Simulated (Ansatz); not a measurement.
# AlClH$_{2}$···CH$_{4}$: what the fields show

```tsv
atom	x (Å)	y (Å)	z (Å)
Al	-0.2730	-0.7011	-1.3359
Cl	0.7774	0.6795	-2.5363
H	0.5255	-1.9448	-0.7902
H	-1.8418	-0.5487	-1.2828
H	0.8382	0.7353	0.3541
C	0.1662	0.4930	1.1836
H	-0.0024	1.4119	1.7443
H	0.6272	-0.2650	1.8129
H	-0.8171	0.1399	0.8503
```

The reactant side of a reaction path; geometry: PBE0-D4/def2-TZVP.

Level of theory: RKS PBE0-D4/def2-TZVPP (Ansatz 0.2.0).

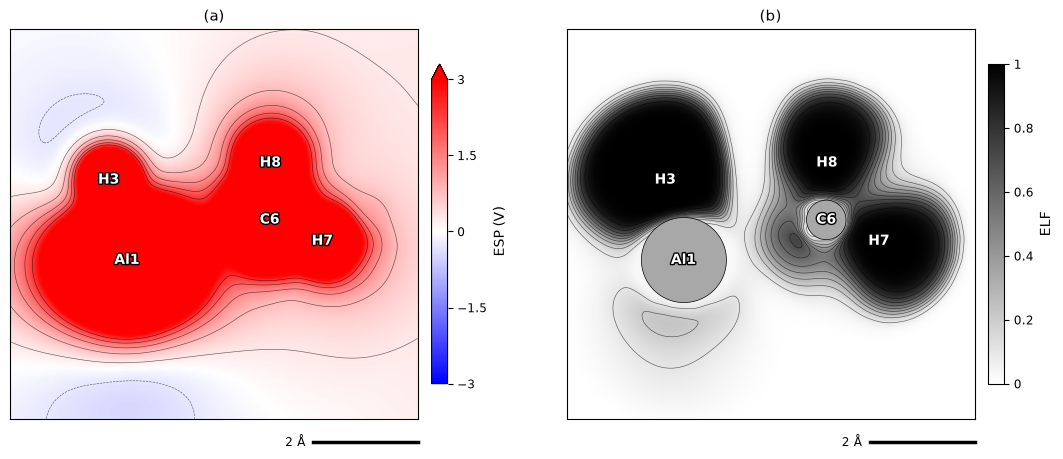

Figure 1. (a) electrostatic potential; (b) electron localisation function on the plane of atoms H7, C6 and H8. Grey discs cover the atomic cores in the ELF map.

Question: Read the bonding off the picture.

Answer: The plane passes through Al, H and C nuclei. C–H (1.09 Å): the ELF climbs to about 1 towards the hydrogen, as it does in any bond to H; a covalent bond by its length. Al–H (1.58 Å): the ELF climbs to about 1 towards the hydrogen. Outside the dense part of the complex the potential is most negative (−0.5 V) near Cl2, which lies off the plane.

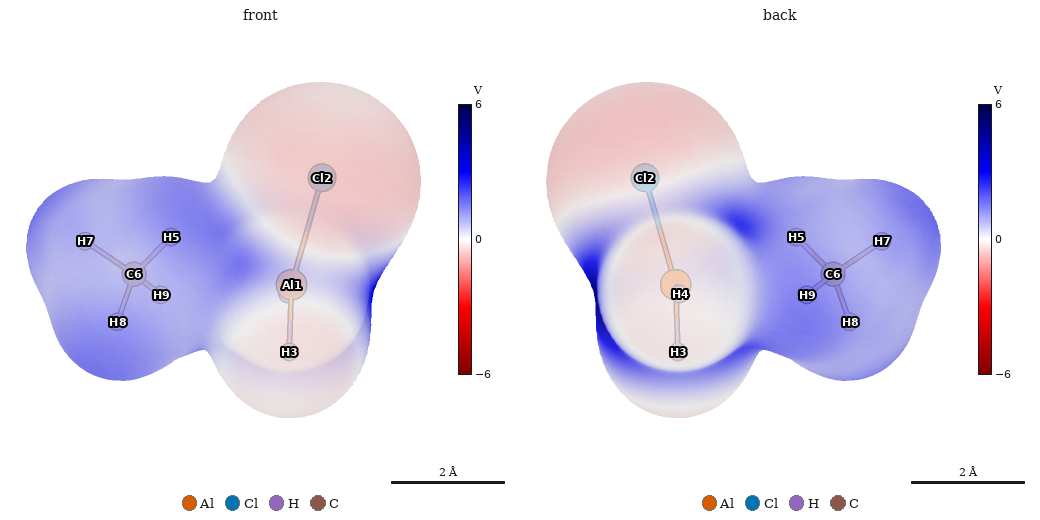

Figure 2. The molecular electrostatic potential painted on the density surface at 0.004 e/bohr³, seen from the front and from behind; red is negative and blue positive.

Question: Which sites attract a positive test charge, and which a negative one?

Answer: A positive charge is drawn to the negative regions and a negative charge to the positive ones. The most negative region (about −0.6 V, or −14 kcal/mol for a unit charge) lies over Cl2, the most positive (about +5.1 V, or +118 kcal/mol for a unit charge) over Al1.

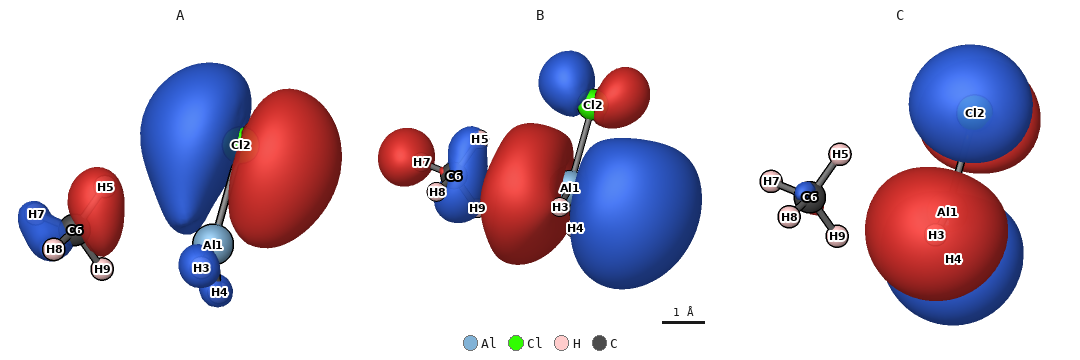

Figure 3. Three frontier orbitals at ±0.06 Å⁻³ᐟ² (blue and red are the two phases), in no order.

Question: Which picture is the HOMO−1, the HOMO and the LUMO?

Answer: A is the HOMO−1 (−9.20 eV). By Hirshfeld shares it lies mainly on Cl2 (about 85 %); largely a lone pair of Cl2. C is the HOMO (−8.33 eV). Its weight (Hirshfeld) is mainly on Cl2 (about 30 %), Al1 (about 25 %), H4 (about 20 %) and H3 (about 20 %). B is the LUMO (−0.83 eV). By Hirshfeld shares it lies mainly on Al1 (about 65 %), Cl2 (about 10 %) and C6 (about 5 %).

Question: What is the HOMO–LUMO gap?

Answer: 7.50 eV between the orbital energies.
